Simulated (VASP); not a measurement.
# From one sheet to two: 1T-CaI2 monolayer, part 2 of 8

Aim: relax 1T-CaI2 monolayer, place its levels against the vacuum, then find how two sheets stack and bind.

VASP 6.6.1, plane waves and PAW; the level of theory is named at each step.

So far: The structure; Relaxing the monolayer.

## Step 2: Relaxing the monolayer (continued)

Level of this step: r2SCAN with rVV10; plane waves and PAW (Ca_pv, I) (VASP).

Parts of OUTCAR (step 2):

```text
ion  position               nearest neighbor table
   1  0.000  0.000  0.500-   2 3.18   3 3.18   3 3.18   2 3.18   3 3.18   2 3.18
   2  0.333  0.667  0.418-   1 3.18   1 3.18   1 3.18
   3  0.667  0.333  0.582-   1 3.18   1 3.18   1 3.18

  LATTYP: Found a hexagonal cell.
 ALAT       =     4.5400000000
 C/A-ratio  =     4.8458149780

 Subroutine GETGRP returns: Found 12 space group operations
 (whereof 12 operations were pure point group operations)

The static configuration has the point symmetry D_3d.

 Found     12 irreducible k-points:

   k-points           NKPTS =     12   k-points in BZ     NKDIM =     12   number of bands    NBANDS=     17

   dimension x,y,z NGX =    24 NGY =   24 NGZ =  108
   dimension x,y,z NGXF=    48 NGYF=   48 NGZF=  216

   ENCUT  =  350.0 eV  25.72 Ry    5.07 a.u.   6.93  6.93 33.56*2*pi/ulx,y,z

   NELECT =      22.0000    total number of electrons

 k-points in reciprocal lattice and weights: Automatic mesh
   0.00000000  0.00000000  0.00000000       0.012
   0.11111111  0.00000000  0.00000000       0.074
   0.22222222  0.00000000  0.00000000       0.074
   0.33333333  0.00000000  0.00000000       0.074
   0.44444444  0.00000000  0.00000000       0.074
   0.11111111  0.11111111  0.00000000       0.074
   0.22222222  0.11111111  0.00000000       0.148
   0.33333333  0.11111111  0.00000000       0.148
   0.44444444  0.11111111  0.00000000       0.074
   0.22222222  0.22222222  0.00000000       0.074
   0.33333333  0.22222222  0.00000000       0.148
   0.33333333  0.33333333  0.00000000       0.025

 dipolmoment           0.000000      0.000000     -0.000000 electrons x Angstroem

 average (electrostatic) potential at core
       1 -57.2852       2-103.3493       3-103.3493

 E-fermi :  -4.3096

 k-point     1 :       0.0000    0.0000    0.0000
  band No.  band energies     occupation
    ...
      7      -5.0780      2.00000
      8      -5.0779      2.00000
      9      -4.8623      2.00000
     10      -4.4463      2.00000
     11      -4.4463      2.00000
     12       0.7091      0.00000
     13       0.7420      0.00000
     14       0.7421      0.00000
     15       1.1821      0.00000
     16       1.6910      0.00000
    ...

 k-point     2 :       0.1111    0.0000    0.0000
  band No.  band energies     occupation
    ...
      7      -5.3603      2.00000
      8      -5.0940      2.00000
      9      -4.7515      2.00000
     10      -4.7402      2.00000
     11      -4.5267      2.00000
     12       0.5885      0.00000
     13       0.8778      0.00000
     14       0.9374      0.00000
     15       1.3838      0.00000
     16       1.5531      0.00000
    ...

 k-point     3 :       0.2222    0.0000    0.0000
  band No.  band energies     occupation
    ...
      7      -5.7786      2.00000
      8      -5.3255      2.00000
      9      -5.1316      2.00000
     10      -4.7453      2.00000
     11      -4.7181      2.00000
     12       0.3049      0.00000
     13       1.1825      0.00000
     14       1.1993      0.00000
     15       1.5521      0.00000
     16       1.9560      0.00000
    ...

  Total        0.0071645      0.0071645     -0.0602182      0.0000000      0.0000000     -0.0000000
  in kB        0.0301444      0.0301444     -0.2533651      0.0000000      0.0000000     -0.0000000
  external PRESSURE =      -0.0643588 kB  Pullay stress =       0.0000000 kB

  energy-cutoff  :      350.00
  volume of cell :      380.80
      direct lattice vectors                 reciprocal lattice vectors
     4.470632705 -0.000000000  0.000000000     0.223681986  0.129142855  0.000000000
    -2.235316352  3.871681493  0.000000000     0.000000000  0.258285709  0.000000000
     0.000000000  0.000000000 22.000000000     0.000000000  0.000000000  0.045454545

 POSITION                                       TOTAL-FORCE (eV/Angst)
 -----------------------------------------------------------------------------------
      0.00000      0.00000     11.00000         0.000000      0.000000      0.000000
     -0.00000      2.58112      9.21531         0.000000     -0.000000      0.014221
      2.23532      1.29056     12.78469        -0.000000      0.000000     -0.014221
 -----------------------------------------------------------------------------------
    total drift:                                0.000000      0.000000      0.000000

  FREE ENERGIE OF THE ION-ELECTRON SYSTEM (eV)
  ---------------------------------------------------
  free  energy   TOTEN  =       -60.8256140354 eV

  energy  without entropy=      -60.8256140354  energy(sigma->0) =      -60.82561404

 reached required accuracy - stopping structural energy minimisation

 vacuum level on the upper side and lower side of the slab         2.620         2.620

 total charge
# of ion       s       p       d       tot
------------------------------------------
    1        0.225   6.139   0.388   6.752
    2        1.498   2.883   0.007   4.387
    3        1.498   2.883   0.007   4.387
--------------------------------------------------
tot          3.221  11.904   0.402  15.527

[... 3 further parts left out ...]
```

CONTCAR:

```
CaI2
   1.00000000000000
     4.4706327046476702   -0.0000000000000000    0.0000000000000000
    -2.2353163523238351    3.8716814932322077    0.0000000000000000
     0.0000000000000000    0.0000000000000000   22.0000000000000000
  Ca              I
     1     2
Direct
     0.0000000000000000    0.0000000000000000    0.5000000000000000
     0.3333333332999970    0.6666666667000030    0.4188778000512347
     0.6666666667000030    0.3333333332999970    0.5811221999487654
```

The gap is read on the k-mesh alone, so it is an upper bound where the band edges lie off the mesh. The PAW data sets were made with PBE, which is usual practice but a small mismatch for other functionals. The run keeps the 12 symmetry operations of its start, so it cannot find a distortion of lower symmetry.

Step by step:

```csv
step,energy less that of the first step (eV),largest force (eV/Å),pressure (GPa),volume (Å³)
1,0.0000,0.1809,-0.30,392.70
2,-0.0122,0.0860,-0.13,385.03
3,-0.0145,0.0135,0.01,379.55
4,-0.0145,0.0219,-0.01,380.19
5,-0.0146,0.0192,0.00,380.34
6,-0.0147,0.0142,-0.01,380.80
```

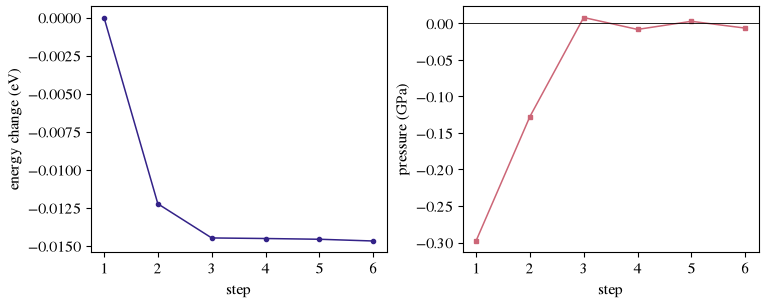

Energy and pressure along the relaxation.

```csv
cell as run,before,after,change
a (Å),4.540,4.471,-1.5 %
b (Å),4.540,4.471,-1.5 %
```

The atoms that moved most (Å, along periodic axes as changes of fractional coordinates times the final cell, across vacuum about the mean position):

```
atom     dx     dy      dz  length
  I2  0.000  0.000   0.015   0.015
  I3  0.000  0.000  -0.015   0.015
```

Final coordinates:

```xyz
3
Lattice="4.4706 0.0000 0.0000 -2.2353 3.8717 0.0000 0.0000 0.0000 22.0000" Properties=species:S:1:pos:R:3
Ca    0.0000    0.0000   11.0000
I     0.0000    2.5811    9.2153
I     2.2353    1.2906   12.7847
```

This step gave:

| Quantity | Value |
| --- | --- |
| electronic cycles | 60 |
| electrons | 22 |
| free energy (TOTEN) | -60.8256 eV |
| Fermi energy | -4.310 eV |
| metallic | no |
| dipole moment | 0, 0, 0 e·Å |
| gap on the k-mesh | 4.336 eV |
| least direct gap on the k-mesh | 4.937 eV |

The run ended after 6 ionic steps, 0.015 eV below its first step, once forces and stress met EDIFFG = -0.015.

## Step 3: A second relaxation

The plane waves were chosen for the start cell, so the relaxation is repeated from its end.

File INCAR:

```
SYSTEM = CaI2
PREC = Normal
ENCUT = 350
EDIFF = 1E-06
NELM = 120
ISMEAR = 0
SIGMA = 0.03
LREAL = .FALSE.
ALGO = Normal
METAGGA = R2SCAN
LUSE_VDW = .TRUE.
IVDW_NL = 2
BPARAM = 11.95
CPARAM = 0.0093
LASPH = .TRUE.
NBANDS = 17
LORBIT = 11
LWAVE = .FALSE.
LCHARG = .FALSE.
KPAR = 4
IBRION = 2
NSW = 30
ISIF = 3
EDIFFG = -0.015
POTIM = 0.4
IDIPOL = 3
LDIPOL = .TRUE.
DIPOL = 0.5 0.5 0.5
LATTICE_CONSTRAINTS = .TRUE. .TRUE. .FALSE.
```

File POSCAR:

```
CaI2
1.0
    4.4706327046      0.0000000000      0.0000000000
   -2.2353163523      3.8716814932      0.0000000000
    0.0000000000      0.0000000000     22.0000000000
Ca I
1 2
Direct
    0.0000000000      0.0000000000      0.5000000000
    0.3333333333      0.6666666667      0.4188778001
    0.6666666667      0.3333333333      0.5811221999
```

File KPOINTS:

```
Automatic mesh
0
Gamma
9 9 1
0 0 0
```

The projector-augmented-wave data sets are Ca_pv and I (PBE family, release 64).

Launch:

```console
$ mpirun -np 4 vasp_std
```

The log of the run:

```text
[banner, memory and clock lines left out]
running    4 mpi-ranks, on    1 nodes
 distrk:  each k-point on    1 cores,    4 groups
 distr:  one band on    1 cores,    1 groups

 POSCAR found type information on POSCAR CaI
 POSCAR found :  2 types and       3 ions
 [... a notice as in an earlier step ...]

 [... a notice as in an earlier step ...]

 LDA part: xc-table for (None), standard interpolation
 POSCAR, INCAR and KPOINTS ok, starting setup
 FFT: planning ... GRIDC
 FFT: planning ... GRID_SOFT
 FFT: planning ... GRID
 WAVECAR not read
 entering main loop
       N       E                     dE             d eps       ncg     rms          rms(c)
Total rVV10 correction in eV:      0.8106781    27.9805997
Total rVV10 correction in eV:      0.8106781    27.9805997
Total rVV10 correction in eV:      0.8106781    27.9805997
Total rVV10 correction in eV:      0.8106781    27.9805997
DAV:   1     0.107562312246E+03    0.10756E+03   -0.66474E+03   449   0.764E+02
DAV:   2    -0.366970671169E+02   -0.14426E+03   -0.13738E+03   523   0.202E+02
DAV:   3    -0.618078433768E+02   -0.25111E+02   -0.24405E+02   494   0.934E+01
DAV:   4    -0.632928255080E+02   -0.14850E+01   -0.14830E+01   640   0.279E+01
DAV:   5    -0.633569777251E+02   -0.64152E-01   -0.64087E-01   736   0.508E+00    0.474E+00
Total rVV10 correction in eV:      0.8184286    27.9819640
Total rVV10 correction in eV:      0.8184286    27.9819640
Total rVV10 correction in eV:      0.8184286    27.9819640
Total rVV10 correction in eV:      0.8184286    27.9819640
DAV:   6    -0.608110996963E+02    0.25459E+01   -0.55106E-01   517   0.649E+00    0.325E+00
Total rVV10 correction in eV:      0.8333028    27.9829700
Total rVV10 correction in eV:      0.8333028    27.9829700
Total rVV10 correction in eV:      0.8333028    27.9829700
Total rVV10 correction in eV:      0.8333028    27.9829700
DAV:   7    -0.608137596307E+02   -0.26599E-02   -0.13405E-01   688   0.267E+00    0.114E+00
Total rVV10 correction in eV:      0.8387091    27.9831196
Total rVV10 correction in eV:      0.8387091    27.9831196
Total rVV10 correction in eV:      0.8387091    27.9831196
Total rVV10 correction in eV:      0.8387091    27.9831196
DAV:   8    -0.608184204346E+02   -0.46608E-02   -0.94454E-03   704   0.829E-01    0.570E-01
Total rVV10 correction in eV:      0.8406012    27.9831143
Total rVV10 correction in eV:      0.8406012    27.9831143
Total rVV10 correction in eV:      0.8406012    27.9831143
Total rVV10 correction in eV:      0.8406012    27.9831143
DAV:   9    -0.608192970472E+02   -0.87661E-03   -0.52244E-04   672   0.195E-01    0.335E-01
Total rVV10 correction in eV:      0.8427653    27.9828750
Total rVV10 correction in eV:      0.8427653    27.9828750
Total rVV10 correction in eV:      0.8427653    27.9828750
Total rVV10 correction in eV:      0.8427653    27.9828750
DAV:  10    -0.608206874957E+02   -0.13904E-02   -0.64827E-04   519   0.177E-01    0.660E-02
Total rVV10 correction in eV:      0.8441146    27.9825348
Total rVV10 correction in eV:      0.8441146    27.9825348
Total rVV10 correction in eV:      0.8441146    27.9825348
Total rVV10 correction in eV:      0.8441146    27.9825348
DAV:  11    -0.608213337887E+02   -0.64629E-03   -0.39018E-04   568   0.113E-01    0.404E-02
Total rVV10 correction in eV:      0.8449635    27.9818411
Total rVV10 correction in eV:      0.8449635    27.9818411
Total rVV10 correction in eV:      0.8449635    27.9818411
Total rVV10 correction in eV:      0.8449635    27.9818411
DAV:  12    -0.608222878634E+02   -0.95407E-03   -0.34823E-04   574   0.936E-02    0.196E-02
Total rVV10 correction in eV:      0.8453258    27.9813912
Total rVV10 correction in eV:      0.8453258    27.9813912
Total rVV10 correction in eV:      0.8453258    27.9813912
Total rVV10 correction in eV:      0.8453258    27.9813912
DAV:  13    -0.608226595247E+02   -0.37166E-03   -0.56139E-05   616   0.501E-02    0.771E-03
Total rVV10 correction in eV:      0.8454332    27.9810572
Total rVV10 correction in eV:      0.8454332    27.9810572
Total rVV10 correction in eV:      0.8454332    27.9810572
Total rVV10 correction in eV:      0.8454332    27.9810572
DAV:  14    -0.608228922994E+02   -0.23277E-03   -0.26012E-05   584   0.340E-02    0.650E-03
Total rVV10 correction in eV:      0.8455166    27.9807893
Total rVV10 correction in eV:      0.8455166    27.9807893
Total rVV10 correction in eV:      0.8455166    27.9807893
Total rVV10 correction in eV:      0.8455166    27.9807893
DAV:  15    -0.608230779401E+02   -0.18564E-03   -0.23463E-05   552   0.276E-02    0.296E-03
Total rVV10 correction in eV:      0.8455319    27.9806689
Total rVV10 correction in eV:      0.8455319    27.9806689
Total rVV10 correction in eV:      0.8455319    27.9806689
Total rVV10 correction in eV:      0.8455319    27.9806689
DAV:  16    -0.608231559675E+02   -0.78027E-04   -0.74796E-06   584   0.153E-02    0.159E-03
Total rVV10 correction in eV:      0.8455308    27.9806037
Total rVV10 correction in eV:      0.8455308    27.9806037
Total rVV10 correction in eV:      0.8455308    27.9806037
Total rVV10 correction in eV:      0.8455308    27.9806037
DAV:  17    -0.608231846798E+02   -0.28712E-04   -0.27695E-06   518   0.104E-02    0.680E-04
Total rVV10 correction in eV:      0.8455321    27.9805853
Total rVV10 correction in eV:      0.8455321    27.9805853
Total rVV10 correction in eV:      0.8455321    27.9805853
Total rVV10 correction in eV:      0.8455321    27.9805853
DAV:  18    -0.608231900324E+02   -0.53526E-05   -0.44339E-07   496   0.570E-03    0.349E-04
Total rVV10 correction in eV:      0.8455310    27.9805842
Total rVV10 correction in eV:      0.8455310    27.9805842
Total rVV10 correction in eV:      0.8455310    27.9805842
Total rVV10 correction in eV:      0.8455310    27.9805842
DAV:  19    -0.608231909596E+02   -0.92721E-06   -0.27071E-07   363   0.487E-03
Total rVV10 correction in eV:      0.8455291    27.9805860
Total rVV10 correction in eV:      0.8455291    27.9805860
Total rVV10 correction in eV:      0.8455291    27.9805860
Total rVV10 correction in eV:      0.8455291    27.9805860
Total rVV10 correction in eV:      0.8455306    27.9805847
Total rVV10 correction in eV:      0.8455306    27.9805847
Total rVV10 correction in eV:      0.8455306    27.9805847
Total rVV10 correction in eV:      0.8455306    27.9805847
   1 F= -.60823191E+02 E0= -.60823191E+02  d E =-.608232E+02
 curvature:   0.00 expect dE= 0.000E+00 dE for cont linesearch  0.000E+00
 trial: gam= 0.00000 g(F)=  0.147E-04 g(S)=  0.171E-04 ort = 0.000E+00 (trialstep = 0.100E+01)
 search vector abs. value=  0.318E-04
 reached required accuracy - stopping structural energy minimisation
```

Run time: 64 s. Hardware: 4 MPI ranks of Intel Xeon 6975P-C (Granite Rapids), shared host; peak memory 1.6 GiB.

OUTCAR, selected parts (step 3):

```text
  LATTYP: Found a hexagonal cell.
 ALAT       =     4.4706327046
 C/A-ratio  =     4.9210036820

The static configuration has the point symmetry D_3d.

 Found     12 irreducible k-points:

   dimension x,y,z NGX =    20 NGY =   20 NGZ =  108
   dimension x,y,z NGXF=    40 NGYF=   40 NGZF=  216

   ENCUT  =  350.0 eV  25.72 Ry    5.07 a.u.   6.82  6.82 33.56*2*pi/ulx,y,z

   NELECT =      22.0000    total number of electrons

 dipolmoment           0.000000      0.000000      0.000000 electrons x Angstroem

 E-fermi :  -4.3104

 k-point     1 :       0.0000    0.0000    0.0000
  band No.  band energies     occupation
    ...
      7      -5.0785      2.00000
      8      -5.0785      2.00000
      9      -4.8627      2.00000
     10      -4.4468      2.00000
     11      -4.4468      2.00000
     12       0.7085      0.00000
     13       0.7415      0.00000
     14       0.7417      0.00000
     15       1.1812      0.00000
     16       1.6905      0.00000
    ...

 k-point     2 :       0.1111    0.0000    0.0000
  band No.  band energies     occupation
    ...
      7      -5.3609      2.00000
      8      -5.0945      2.00000
      9      -4.7520      2.00000
     10      -4.7406      2.00000
     11      -4.5272      2.00000
     12       0.5879      0.00000
     13       0.8774      0.00000
     14       0.9366      0.00000
     15       1.3830      0.00000
     16       1.5518      0.00000
    ...

  Total        0.0258152      0.0258152     -0.0474837      0.0000000      0.0000000      0.0000000
  in kB        0.1086162      0.1086162     -0.1997852      0.0000000      0.0000000      0.0000000
  external PRESSURE =       0.0058157 kB  Pullay stress =       0.0000000 kB

  energy-cutoff  :      350.00
  volume of cell :      380.80
      direct lattice vectors                 reciprocal lattice vectors
     4.470632705  0.000000000  0.000000000     0.223681986  0.129142855  0.000000000
    -2.235316352  3.871681493  0.000000000     0.000000000  0.258285709  0.000000000
     0.000000000  0.000000000 22.000000000     0.000000000  0.000000000  0.045454545

 POSITION                                       TOTAL-FORCE (eV/Angst)
 -----------------------------------------------------------------------------------
      0.00000      0.00000     11.00000         0.000000     -0.000000      0.000000
     -0.00000      2.58112      9.21531         0.000000     -0.000000      0.013796
      2.23532      1.29056     12.78469        -0.000000      0.000000     -0.013796
 -----------------------------------------------------------------------------------
    total drift:                               -0.000000     -0.000000      0.000000

  FREE ENERGIE OF THE ION-ELECTRON SYSTEM (eV)
  ---------------------------------------------------
  free  energy   TOTEN  =       -60.8231909596 eV

  energy  without entropy=      -60.8231909596  energy(sigma->0) =      -60.82319096

 vacuum level on the upper side and lower side of the slab         2.641         2.641

[... 4 parts as in an earlier step ...]

[... 7 further parts left out ...]
```

CONTCAR:

```
CaI2
   1.00000000000000
     4.4706327045999998    0.0000000000000000    0.0000000000000000
    -2.2353163522999999    3.8716814932000001    0.0000000000000000
     0.0000000000000000    0.0000000000000000   22.0000000000000000
  Ca              I
     1     2
Direct
     0.0000000000000000    0.0000000000000000    0.5000000000000000
     0.3333333332999970    0.6666666667000030    0.4188778000999989
     0.6666666667000030    0.3333333332999970    0.5811221999000011
```

Little changed from the start: no atom moved by 0.005 Å and no cell edge by 0.1 %.

Numbers from this step:

* electronic cycles: 19
* free energy (TOTEN): -60.8232 eV

The start already met the threshold, so nothing moved.

[end of part 2 of 8]

[Lines on the potential files, build, host, timing and source positions are cut from VASP's logs without a mark.]

[Logs are printed without paths, hosts, clocks, repeated set-up lines and the standing remarks that a program may print on its own settings, such as how far it seeks lower states.]

[Hosts, paths, dates, database ids (printed as entryN), source tags and the programs' standing remarks are cut or masked in the printed files.]

[Runs that stopped without an error message from VASP are left out.]
